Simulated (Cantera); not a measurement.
A closed system holds: 1 mol Al, 38 mol H₂O, 2 mol N₂, equilibrated at 1.10 mbar.

Cantera equilibrium calculation (NASA polynomials, part measured and part estimated; ideal gas, pure solids and liquids). Candidate condensed phases: Al, AlN, Al₂O₃, H₂O; 35 gas species. Equilibrium is a limit: real reactors are often held back by kinetics, nucleation or transport.

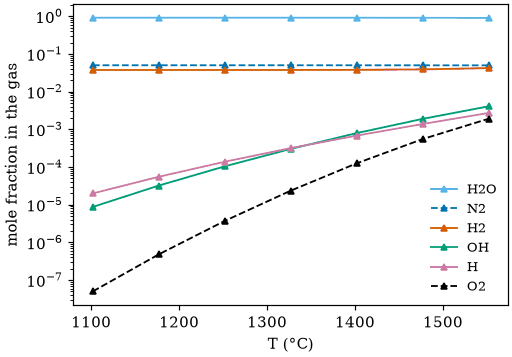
Equilibrium gas composition (values under 1e-9 drawn at 1e-9)

From 1102 °C to 1552 °C the condensed part is Al₂O₃(s).
